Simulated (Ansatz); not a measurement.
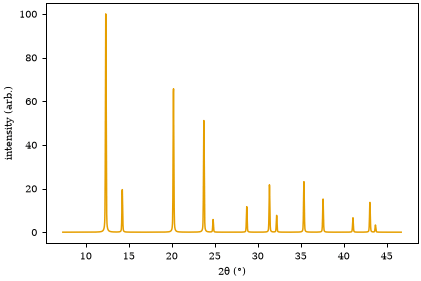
Simulated powder pattern, Mo Kα, λ = 0.71073 Å

The pattern belongs to a structure relaxed with PBE in the plane-wave PAW code Ansatz.

**Question.** Which compound is it?
A. GaP, zinc blende
B. Al, fcc (Cu type)
C. Gd, hcp (Mg type)
D. AlAs, zinc blende

**Answer.** D, AlAs, zinc blende

Space group F-43m (zinc blende). The PBE relaxation kept the symmetry of its start; phonons on a q-mesh show no instability. Spin–orbit coupling is left out wherever it is not named.

Potentials: the later of the program's two PAW sets.
